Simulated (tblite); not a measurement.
Geometry relaxation of C4H10O2SSi2 (part 3 of 4)

The same run, continued: C4H10O2SSi2; GFN2-xTB geometry optimisation, gas phase (tblite 0.8.0). 

Geometry of the input (Å):
```
C  -0.8889  2.0365  2.1544
S  -0.9088  2.5338  0.4062
Si 0.8510  1.5319  -0.3712
C  0.5376  0.2645  -1.5713
C  -0.3432  0.6685  -2.6726
O  0.0875  1.3699  -3.5882
C  -0.0252  -0.5736  -0.4907
O  0.9110  -1.3929  0.2763
Si 0.4982  -2.9982  0.5086
H  0.0115  2.3802  2.6549
H  -1.7569  2.4940  2.6575
H  -0.9826  0.9501  2.2563
H  1.8268  1.3223  0.7192
H  1.4647  -0.1469  -1.9787
H  -1.3902  0.3226  -2.6613
H  -1.0044  -0.3534  -0.0529
H  -0.7997  -3.0604  1.2358
H  0.3565  -3.6785  -0.8060
H  1.5452  -3.6613  1.3162
```

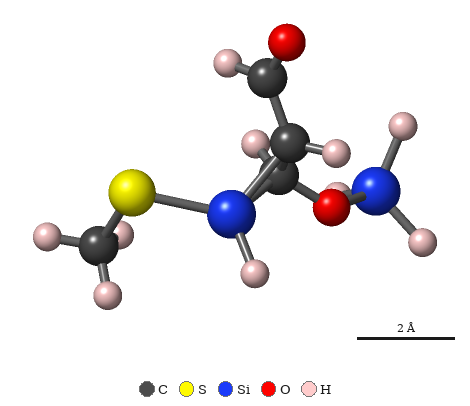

The geometry at step 127 of the log (ball-and-stick view, seen at a tilt).

### Trajectory as extended XYZ, continued
```
19
Properties=species:S:1:pos:R:3:forces:R:3 step=98 energy=-775.56310
C    -1.1198    2.3946    2.1739    0.0020  -0.0010   0.0120
S    -0.6330    2.7301    0.4404    0.0140  -0.0010   0.0010
Si    0.7925    1.1848    0.1208   -0.0200   0.0050  -0.0040
C     0.6086    0.1902   -1.5102   -0.0070  -0.0040   0.0020
C    -0.3613    0.6218   -2.5013    0.0090   0.0070  -0.0230
O    -0.1090    0.9056   -3.6467   -0.0110  -0.0130   0.0120
C     0.1513   -0.5499   -0.2424   -0.0020   0.0010   0.0030
O     0.9387   -1.6246    0.1155   -0.0030  -0.0060   0.0120
Si    0.5634   -3.2008    0.2455    0.0080  -0.0020   0.0080
H    -0.2752    2.5632    2.8321    0.0140   0.0100  -0.0050
H    -1.9152    3.0945    2.4052   -0.0020   0.0000   0.0010
H    -1.4784    1.3756    2.2642   -0.0110  -0.0030   0.0020
H     2.1346    1.3644    0.6312    0.0000   0.0020   0.0110
H     1.5440   -0.1669   -1.9240   -0.0010   0.0040  -0.0020
H    -1.3948    0.7128   -2.1059    0.0020  -0.0040  -0.0080
H    -0.9181   -0.7575   -0.2091    0.0140  -0.0020  -0.0040
H    -0.5060   -3.3741    1.2362    0.0040  -0.0050  -0.0170
H     0.1116   -3.7660   -1.0265   -0.0030   0.0090   0.0010
H     1.8562   -3.6884    0.6937   -0.0070   0.0030  -0.0020
19
Properties=species:S:1:pos:R:3:forces:R:3 step=103 energy=-775.56345
C    -1.1195    2.4023    2.1741   -0.0020   0.0010  -0.0020
S    -0.6265    2.7375    0.4417   -0.0130   0.0070   0.0030
Si    0.7883    1.1841    0.1226    0.0180  -0.0020   0.0020
C     0.6054    0.1869   -1.5072    0.0090   0.0060  -0.0060
C    -0.3618    0.6183   -2.5017   -0.0160  -0.0160   0.0240
O    -0.1072    0.9042   -3.6456    0.0070  -0.0060  -0.0120
C     0.1494   -0.5516   -0.2379    0.0040  -0.0030  -0.0040
O     0.9378   -1.6252    0.1226    0.0090   0.0110   0.0050
Si    0.5683   -3.2035    0.2409   -0.0080   0.0030  -0.0090
H    -0.2737    2.5688    2.8320   -0.0080  -0.0030   0.0000
H    -1.9138    3.1043    2.4042    0.0140  -0.0010   0.0000
H    -1.4836    1.3846    2.2611    0.0070   0.0080   0.0100
H     2.1291    1.3633    0.6396   -0.0120  -0.0050  -0.0010
H     1.5415   -0.1699   -1.9194    0.0070   0.0050  -0.0030
H    -1.3975    0.7046   -2.1102    0.0070   0.0000  -0.0040
H    -0.9186   -0.7614   -0.2057   -0.0170  -0.0060   0.0010
H    -0.4972   -3.3879    1.2316   -0.0160  -0.0070   0.0040
H     0.1090   -3.7555   -1.0342    0.0070   0.0030  -0.0020
H     1.8608   -3.6948    0.6839    0.0060   0.0050  -0.0060
19
Properties=species:S:1:pos:R:3:forces:R:3 step=108 energy=-775.56382
C    -1.1199    2.4097    2.1784    0.0090   0.0040  -0.0020
S    -0.6240    2.7425    0.4466   -0.0030  -0.0190  -0.0030
Si    0.7856    1.1830    0.1256   -0.0200   0.0070  -0.0020
C     0.6040    0.1871   -1.5051   -0.0050  -0.0110   0.0110
C    -0.3634    0.6094   -2.5034    0.0250   0.0140  -0.0240
O    -0.1049    0.8842   -3.6497   -0.0080  -0.0130   0.0110
C     0.1486   -0.5535   -0.2356   -0.0050   0.0040   0.0020
O     0.9418   -1.6242    0.1249   -0.0160  -0.0040   0.0020
Si    0.5710   -3.2037    0.2344   -0.0030   0.0100   0.0110
H    -0.2756    2.5735    2.8381    0.0110   0.0030   0.0030
H    -1.9101    3.1163    2.4051   -0.0100   0.0110   0.0100
H    -1.4883    1.3943    2.2696   -0.0020  -0.0050  -0.0060
H     2.1244    1.3618    0.6452    0.0070  -0.0050   0.0030
H     1.5418   -0.1673   -1.9164   -0.0030   0.0010   0.0010
H    -1.3993    0.7024   -2.1169   -0.0050  -0.0100   0.0150
H    -0.9196   -0.7681   -0.2025    0.0220   0.0070  -0.0080
H    -0.4973   -3.3935    1.2231    0.0040  -0.0020  -0.0080
H     0.1111   -3.7482   -1.0433    0.0070   0.0010  -0.0090
H     1.8644   -3.6966    0.6745   -0.0060   0.0070  -0.0060
19
Properties=species:S:1:pos:R:3:forces:R:3 step=113 energy=-775.56432
C    -1.1187    2.4260    2.1780   -0.0090  -0.0010   0.0100
S    -0.6239    2.7482    0.4445   -0.0140   0.0100  -0.0070
Si    0.7780    1.1823    0.1308    0.0090  -0.0010   0.0020
C     0.6021    0.1817   -1.4977    0.0080   0.0120  -0.0070
C    -0.3629    0.5986   -2.5008   -0.0160  -0.0140   0.0180
O    -0.1024    0.8688   -3.6473    0.0000   0.0000  -0.0060
C     0.1449   -0.5550   -0.2268   -0.0020  -0.0010  -0.0060
O     0.9395   -1.6218    0.1408    0.0030   0.0030   0.0020
Si    0.5743   -3.2035    0.2249    0.0060  -0.0170  -0.0180
H    -0.2721    2.5830    2.8372    0.0030   0.0020  -0.0100
H    -1.9035    3.1395    2.4059    0.0110  -0.0070  -0.0010
H    -1.4953    1.4133    2.2689   -0.0020   0.0060   0.0100
H     2.1137    1.3516    0.6629    0.0010   0.0000  -0.0050
H     1.5405   -0.1706   -1.9086    0.0100  -0.0070   0.0140
H    -1.4015    0.6860   -2.1174    0.0130   0.0000   0.0040
H    -0.9206   -0.7763   -0.1993   -0.0270   0.0150  -0.0040
H    -0.4896   -3.4191    1.2117   -0.0040   0.0040   0.0020
H     0.1147   -3.7266   -1.0620    0.0030   0.0000  -0.0060
H     1.8727   -3.6969    0.6468    0.0060  -0.0030   0.0080
19
Properties=species:S:1:pos:R:3:forces:R:3 step=117 energy=-775.56489
C    -1.1135    2.4308    2.1898   -0.0030   0.0040  -0.0210
S    -0.6372    2.7482    0.4497    0.0170  -0.0040  -0.0070
Si    0.7701    1.1867    0.1315   -0.0090   0.0030  -0.0010
C     0.6029    0.1841   -1.4965    0.0030  -0.0150   0.0090
C    -0.3608    0.5826   -2.5081    0.0150   0.0070  -0.0050
O    -0.0980    0.8381   -3.6578   -0.0140  -0.0050   0.0210
C     0.1405   -0.5514   -0.2260   -0.0100   0.0020   0.0020
O     0.9349   -1.6167    0.1472   -0.0170  -0.0040  -0.0060
Si    0.5738   -3.2008    0.2171    0.0060   0.0090   0.0020
H    -0.2610    2.5889    2.8414   -0.0070  -0.0060  -0.0210
H    -1.8948    3.1466    2.4195   -0.0040   0.0040   0.0200
H    -1.4926    1.4195    2.2841    0.0050   0.0010   0.0240
H     2.1054    1.3486    0.6668    0.0010   0.0130  -0.0030
H     1.5451   -0.1690   -1.8981    0.0110   0.0000   0.0020
H    -1.4000    0.6694   -2.1276   -0.0010   0.0030  -0.0040
H    -0.9263   -0.7712   -0.2048    0.0030   0.0030   0.0020
H    -0.4995   -3.4202    1.1950    0.0150  -0.0040  -0.0200
H     0.1296   -3.7151   -1.0789    0.0010  -0.0040   0.0020
H     1.8715   -3.6901    0.6482   -0.0090  -0.0050   0.0060
19
Properties=species:S:1:pos:R:3:forces:R:3 step=122 energy=-775.56545
C    -1.1138    2.4500    2.1903   -0.0030  -0.0020   0.0070
S    -0.6389    2.7553    0.4477   -0.0110   0.0000  -0.0030
Si    0.7607    1.1860    0.1384    0.0040   0.0030  -0.0020
C     0.6040    0.1780   -1.4877   -0.0010   0.0080   0.0000
C    -0.3581    0.5668   -2.5043   -0.0080  -0.0020   0.0070
O    -0.0976    0.8157   -3.6555    0.0110   0.0040  -0.0030
C     0.1323   -0.5520   -0.2179    0.0020   0.0010   0.0050
O     0.9246   -1.6152    0.1635    0.0060  -0.0040   0.0010
Si    0.5799   -3.2034    0.2011   -0.0010  -0.0070  -0.0060
H    -0.2554    2.6008    2.8353    0.0050   0.0030  -0.0040
H    -1.8863    3.1739    2.4263    0.0080   0.0030  -0.0080
H    -1.5019    1.4431    2.2950    0.0020  -0.0010   0.0000
H     2.0953    1.3435    0.6776   -0.0020   0.0140  -0.0020
H     1.5504   -0.1737   -1.8811   -0.0060  -0.0030   0.0000
H    -1.3988    0.6488   -2.1262    0.0010   0.0080   0.0030
H    -0.9345   -0.7709   -0.2050   -0.0030  -0.0070   0.0070
H    -0.4890   -3.4508    1.1751   -0.0070  -0.0100  -0.0040
H     0.1367   -3.6945   -1.1041    0.0080  -0.0070   0.0010
H     1.8804   -3.6921    0.6240   -0.0050  -0.0010   0.0020
19
Properties=species:S:1:pos:R:3:forces:R:3 step=127 energy=-775.56607
C    -1.1092    2.4598    2.1943    0.0210   0.0140  -0.0110
S    -0.6577    2.7535    0.4435   -0.0050  -0.0160  -0.0110
Si    0.7519    1.1912    0.1420   -0.0260  -0.0120   0.0080
C     0.6020    0.1775   -1.4780   -0.0110  -0.0320  -0.0030
C    -0.3559    0.5531   -2.5031    0.0130   0.0180  -0.0210
O    -0.0880    0.7910   -3.6553   -0.0130  -0.0010   0.0170
C     0.1243   -0.5497   -0.2074    0.0110  -0.0170  -0.0080
O     0.9162   -1.6132    0.1758    0.0070  -0.0110   0.0090
Si    0.5815   -3.2043    0.1859    0.0030   0.0020   0.0120
H    -0.2381    2.6111    2.8214    0.0030  -0.0010   0.0180
H    -1.8708    3.1933    2.4353   -0.0090  -0.0160   0.0070
H    -1.4994    1.4548    2.3124   -0.0050   0.0240  -0.0040
H     2.0831    1.3578    0.6865    0.0010   0.0120   0.0010
H     1.5494   -0.1787   -1.8650    0.0030   0.0030  -0.0020
H    -1.3982    0.6354   -2.1304   -0.0070   0.0120  -0.0100
H    -0.9419   -0.7755   -0.2009    0.0150   0.0290   0.0130
H    -0.4955   -3.4748    1.1447   -0.0100  -0.0040  -0.0070
H     0.1571   -3.6836   -1.1294    0.0090  -0.0020  -0.0070
H     1.8793   -3.6895    0.6202    0.0030  -0.0030  -0.0010
19
Properties=species:S:1:pos:R:3:forces:R:3 step=131 energy=-775.56769
C    -1.0979    2.4959    2.2010    0.0010   0.0120  -0.0130
S    -0.7029    2.7411    0.4285   -0.0190  -0.0140   0.0390
Si    0.7262    1.1939    0.1560    0.0410  -0.0350   0.0010
C     0.5947    0.1660   -1.4559    0.0160  -0.0110   0.0000
C    -0.3519    0.5249   -2.4963   -0.0170  -0.0340   0.0160
O    -0.0715    0.7234   -3.6522   -0.0080   0.0370  -0.0470
C     0.1151   -0.5550   -0.1833    0.0080  -0.0050   0.0230
O     0.9044   -1.6190    0.2051   -0.0340  -0.0080  -0.0030
Si    0.5914   -3.2147    0.1478   -0.0340   0.0030   0.0160
H    -0.2036    2.6399    2.7968   -0.0090   0.0160   0.0010
H    -1.8385    3.2468    2.4504   -0.0050   0.0250   0.0190
H    -1.5078    1.5044    2.3582    0.0090  -0.0060  -0.0250
H     2.0513    1.3948    0.7074   -0.0250  -0.0030  -0.0150
H     1.5464   -0.1900   -1.8313    0.0240  -0.0010  -0.0050
H    -1.3965    0.6265   -2.1356   -0.0080   0.0180  -0.0050
H    -0.9528   -0.7732   -0.1771    0.0150  -0.0130   0.0110
H    -0.5072   -3.5364    1.0667    0.0010   0.0100  -0.0170
H     0.2097   -3.6597   -1.1927    0.0120   0.0160  -0.0070
H     1.8817   -3.7004    0.5990    0.0320  -0.0050   0.0120
19
Properties=species:S:1:pos:R:3:forces:R:3 step=136 energy=-775.56894
C    -1.0924    2.5225    2.2049    0.0020   0.0020  -0.0050
S    -0.7299    2.7321    0.4225    0.0050  -0.0030   0.0030
Si    0.7127    1.1929    0.1614   -0.0070   0.0030   0.0050
C     0.5922    0.1534   -1.4435   -0.0110  -0.0190  -0.0020
C    -0.3496    0.5028   -2.4930    0.0150   0.0160  -0.0280
O    -0.0628    0.6983   -3.6489   -0.0100   0.0030   0.0290
C     0.1069   -0.5590   -0.1651   -0.0010  -0.0170  -0.0120
O     0.8855   -1.6264    0.2315    0.0090  -0.0140   0.0070
Si    0.5959   -3.2244    0.1259    0.0050   0.0070   0.0000
H    -0.1842    2.6622    2.7806   -0.0070   0.0100   0.0040
H    -1.8165    3.2882    2.4605   -0.0030  -0.0010   0.0030
H    -1.5106    1.5373    2.3791   -0.0010   0.0090   0.0070
H     2.0298    1.4157    0.7184    0.0140  -0.0030  -0.0050
H     1.5500   -0.1993   -1.8083   -0.0110  -0.0070  -0.0030
H    -1.3962    0.6109   -2.1400    0.0010  -0.0050   0.0060
H    -0.9617   -0.7723   -0.1590   -0.0030  -0.0070  -0.0080
H    -0.5109   -3.5885    1.0173   -0.0070   0.0100  -0.0090
H     0.2430   -3.6335   -1.2340    0.0120   0.0110   0.0000
H     1.8890   -3.7036    0.5820   -0.0020   0.0030   0.0060
19
Properties=species:S:1:pos:R:3:forces:R:3 step=141 energy=-775.56962
C    -1.0873    2.5474    2.2099   -0.0030   0.0040   0.0190
S    -0.7526    2.7214    0.4195    0.0060   0.0070  -0.0130
Si    0.6986    1.1867    0.1726   -0.0020  -0.0080  -0.0230
C     0.5851    0.1401   -1.4306    0.0150   0.0180  -0.0030
C    -0.3476    0.4852   -2.4897   -0.0310  -0.0240   0.0570
O    -0.0537    0.6667   -3.6450    0.0190   0.0240  -0.0370
C     0.0981   -0.5684   -0.1518   -0.0020   0.0190   0.0130
O     0.8768   -1.6327    0.2529    0.0030   0.0200  -0.0070
Si    0.6034   -3.2298    0.1044    0.0020   0.0000  -0.0010
H    -0.1684    2.6872    2.7674    0.0100   0.0000   0.0110
H    -1.7973    3.3248    2.4704   -0.0100  -0.0060  -0.0230
H    -1.5126    1.5695    2.4065   -0.0010   0.0090   0.0150
H     2.0145    1.4327    0.7268   -0.0150  -0.0220  -0.0150
H     1.5449   -0.2122   -1.7897    0.0090  -0.0130   0.0010
H    -1.3963    0.5994   -2.1446   -0.0040   0.0010   0.0110
H    -0.9710   -0.7808   -0.1480    0.0040  -0.0170  -0.0010
H    -0.5217   -3.6156    0.9631    0.0020  -0.0040  -0.0100
H     0.2839   -3.6049   -1.2725    0.0050  -0.0030  -0.0110
H     1.8934   -3.7074    0.5709   -0.0080  -0.0050   0.0160
19
Properties=species:S:1:pos:R:3:forces:R:3 step=145 energy=-775.57084
C    -1.0840    2.5740    2.2116    0.0090   0.0020  -0.0170
S    -0.7577    2.7221    0.4136    0.0060  -0.0170   0.0500
Si    0.6870    1.1782    0.1759   -0.0030   0.0190   0.0060
C     0.5800    0.1209   -1.4204    0.0040  -0.0050   0.0230
C    -0.3492    0.4708   -2.4798    0.0350   0.0140  -0.0260
O    -0.0461    0.6753   -3.6302   -0.0320  -0.0040   0.0330
C     0.0862   -0.5783   -0.1384    0.0050   0.0010  -0.0120
O     0.8677   -1.6370    0.2773   -0.0050   0.0030   0.0030
Si    0.6129   -3.2339    0.0872    0.0160   0.0220  -0.0270
H    -0.1608    2.7148    2.7634   -0.0150  -0.0060  -0.0130
H    -1.7876    3.3599    2.4633   -0.0030   0.0080  -0.0230
H    -1.5188    1.6036    2.4256    0.0200   0.0100  -0.0020
H     2.0051    1.4286    0.7252   -0.0310  -0.0300  -0.0140
H     1.5409   -0.2356   -1.7734   -0.0090   0.0040  -0.0010
H    -1.3997    0.5737   -2.1383   -0.0140   0.0000  -0.0060
H    -0.9819   -0.7996   -0.1419    0.0230   0.0110   0.0110
H    -0.5199   -3.6528    0.9184   -0.0050  -0.0060  -0.0030
H     0.3139   -3.5671   -1.3060    0.0140  -0.0150   0.0060
H     1.9021   -3.7085    0.5595   -0.0150  -0.0090   0.0130
19
Properties=species:S:1:pos:R:3:forces:R:3 step=150 energy=-775.57256
C    -1.0717    2.6174    2.2226   -0.0240  -0.0070   0.0220
S    -0.8066    2.6954    0.4135   -0.0010   0.0210  -0.0210
Si    0.6551    1.1693    0.1838    0.0060  -0.0140   0.0110
C     0.5697    0.0927   -1.4008    0.0100   0.0360  -0.0060
C    -0.3486    0.4443   -2.4678   -0.0410  -0.0250   0.0350
O    -0.0399    0.6330   -3.6185    0.0020   0.0130  -0.0330
C     0.0735   -0.5946   -0.1156    0.0020   0.0010   0.0040
O     0.8587   -1.6455    0.3121    0.0040  -0.0340  -0.0100
Si    0.6304   -3.2368    0.0444   -0.0100   0.0130   0.0070
H    -0.1296    2.7652    2.7387   -0.0100   0.0170  -0.0060
H    -1.7597    3.4213    2.4641    0.0220  -0.0180  -0.0070
H    -1.5089    1.6609    2.4893    0.0120   0.0150  -0.0110
H     1.9689    1.4402    0.7266    0.0190  -0.0170   0.0140
H     1.5327   -0.2671   -1.7439    0.0060   0.0150  -0.0020
H    -1.3997    0.5650   -2.1312   -0.0030  -0.0020  -0.0060
H    -0.9918   -0.8242   -0.1199   -0.0150   0.0120   0.0020
H    -0.5490   -3.6832    0.7957    0.0210  -0.0140  -0.0250
H     0.4141   -3.5212   -1.3752    0.0180  -0.0080   0.0220
H     1.8925   -3.7229    0.5747   -0.0150  -0.0060   0.0080
19
Properties=species:S:1:pos:R:3:forces:R:3 step=155 energy=-775.57408
C    -1.0677    2.6462    2.2229    0.0030   0.0210  -0.0250
S    -0.8209    2.6918    0.4089    0.0030  -0.0030  -0.0010
Si    0.6399    1.1622    0.1942    0.0230  -0.0030   0.0100
C     0.5652    0.0822   -1.3880   -0.0240  -0.0150  -0.0040
C    -0.3535    0.4283   -2.4568    0.0090   0.0330  -0.0230
O    -0.0424    0.6257   -3.6064   -0.0180  -0.0190   0.0320
C     0.0649   -0.6039   -0.1026   -0.0050   0.0060   0.0110
O     0.8456   -1.6555    0.3336   -0.0100   0.0020  -0.0170
Si    0.6427   -3.2419    0.0228    0.0030  -0.0130  -0.0200
H    -0.1197    2.7999    2.7238    0.0300   0.0060   0.0140
H    -1.7434    3.4615    2.4552   -0.0250  -0.0030   0.0070
H    -1.5071    1.6988    2.5140   -0.0030  -0.0010  -0.0150
H     1.9546    1.4340    0.7339    0.0210  -0.0070   0.0220
H     1.5296   -0.2778   -1.7278   -0.0070   0.0280   0.0020
H    -1.4052    0.5471   -2.1225   -0.0100  -0.0180  -0.0020
H    -1.0020   -0.8286   -0.1080    0.0050  -0.0050  -0.0090
H    -0.5455   -3.7300    0.7264   -0.0340  -0.0090   0.0090
H     0.4660   -3.4915   -1.4075    0.0230  -0.0090  -0.0050
H     1.8889   -3.7394    0.5763    0.0180   0.0090   0.0130
```
